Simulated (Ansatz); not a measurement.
**H3O+ (oxonium): MP2/6-31G**

What is the energy change on altering one bond length of H3O+ (oxonium) at MP2/6-31G? 

The calculation is run with Ansatz 0.2.0.

**1. Starting point**

The species is H3O+ (4 atoms), meant as a singlet with charge +1. SMILES: `[OH3+]`. Geometry: relaxed at PBE0-D4/def2-TZVP.

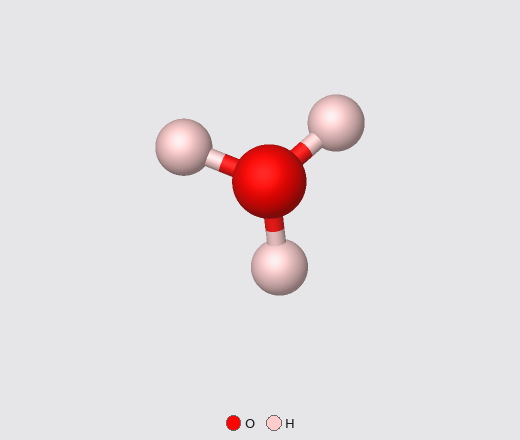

The structure, seen from a chosen angle (oxygen red, hydrogen pink).

**2. A single-point energy at MP2/6-31G**

in.yaml

```yaml
crystal:
  periodic: [false, false, false]
  atoms:
    - {symbol: O, position_ang: [0.181970, -0.056700, -0.052760]}
    - {symbol: H, position_ang: [0.219060, 0.918440, 0.015140]}
    - {symbol: H, position_ang: [-0.408890, -0.368290, -0.767380]}
    - {symbol: H, position_ang: [0.007860, -0.493450, 0.805020]}
basis:
  gaussian:
    orbitals: 6-31G
total_charge: 1
correlation:
  method: mp2
  frozen_orbitals: {H: 0, O: 1}
accuracy: high
```

Run with:

```
ansatz run in.yaml --threads 1 --pin off --max-ram 3480MiB --events-out events.jsonl --progress --plain --runs-dir runs
```

Log:

```text
Warning: RAYON_NUM_THREADS=1 ignored (pool sized by the plan → 1); use --threads N
Functional definition: HF
  name "HF"
  exchange = exact_x
  correlation = 0
282 factors; integrals over basis functions are off by at most 3.3e-9 eV
mean field evaluation 1: about -2070.4477 eV, gradient 5.4e1 eV
mean field evaluation 2: about -2070.4469 eV, gradient 5.4e1 eV
mean field evaluation 4: about -2075.3648 eV, gradient 1.3e0 eV
mean field evaluation 8: about -2075.3721 eV, gradient 2.2e-3 eV
mean field -2075.37207305 eV, -76.2685169468 hartree, gradient 8.2e-9 eV, S^2 0.000000; 0 other end points of the search recorded, 0 dependent functions left out
1 core orbitals not correlated: weight in the atoms' cores, before any rotation towards them, 1.000 or more for the frozen orbitals, at most 0.000 for the correlated occupied ones
reference -2075.37207305 eV, -76.2685169468 hartree; 4, 4 occupied and 10, 10 virtual orbitals, 282 factors
second order -3.51553674 eV of doubles, -0.00000000 eV of singles
Total energy: -2078.88760979 eV, -76.3977105390 hartree
```

Wall time 0.06 s (1 thread of Arm Neoverse V2, shared host).

**3. The distorted shape at the same level**

input.yaml

```yaml
crystal:
  periodic: [false, false, false]
  atoms:
    - {symbol: O, position_ang: [0.225491, 0.052472, -0.267175]}
    - {symbol: H, position_ang: [0.262581, 1.027612, -0.199275]}
    - {symbol: H, position_ang: [-0.365369, -0.259118, -0.981795]}
    - {symbol: H, position_ang: [0.007860, -0.493450, 0.805020]}
basis:
  gaussian: {orbitals: 6-31G}
total_charge: 1
correlation: {method: mp2, frozen_orbitals: {H: 0, O: 1}}
accuracy: high
```

Run with:

```
ansatz run input.yaml --threads 1 --pin off --max-ram 3480MiB --events-out events.jsonl --progress --plain --runs-dir runs
```

Log:

```text
Warning: RAYON_NUM_THREADS=1 ignored (pool sized by the plan → 1); use --threads N
Functional definition: HF
  name "HF"
  exchange = exact_x
  correlation = 0
283 factors; integrals over basis functions are off by at most 3.6e-9 eV
mean field evaluation 1: about -2068.7828 eV, gradient 5.7e1 eV
mean field evaluation 2: about -2068.7823 eV, gradient 5.7e1 eV
mean field evaluation 4: about -2074.4097 eV, gradient 1.4e0 eV
mean field evaluation 8: about -2074.4199 eV, gradient 3.4e-3 eV
mean field -2074.41988444 eV, -76.2335246608 hartree, gradient 1.5e-8 eV, S^2 0.000000; 0 other end points of the search recorded, 0 dependent functions left out
1 core orbitals not correlated: weight in the atoms' cores, before any rotation towards them, 1.000 or more for the frozen orbitals, at most 0.000 for the correlated occupied ones
reference -2074.41988444 eV, -76.2335246608 hartree; 4, 4 occupied and 10, 10 virtual orbitals, 283 factors
second order -3.73381365 eV of doubles, -0.00000000 eV of singles
Total energy: -2078.15369809 eV, -76.3707397815 hartree
```

Run time: 0.06 s. Hardware: 1 thread of Arm Neoverse V2, shared host.

**4. Summary of results**

Level: MP2/6-31G, 1 core orbital frozen.

| quantity | value |
| --- | --- |
| first shape: total energy | -76.39771 Eh |
| first shape: correlation energy (1 core orbital frozen) | -129.2 mEh |
| distorted shape: total energy | -76.37074 Eh |
| distorted shape: correlation energy (1 core orbital frozen) | -137.2 mEh |
| energy change with the O1–H4 bond stretched from 0.978 to 1.223 Å | 0.734 eV |

With the O1–H4 bond stretched from 0.978 to 1.223 Å the energy rises by 0.73 eV (16.9 kcal/mol). The first shape isn't relaxed at this level, so the change isn't measured from a minimum.
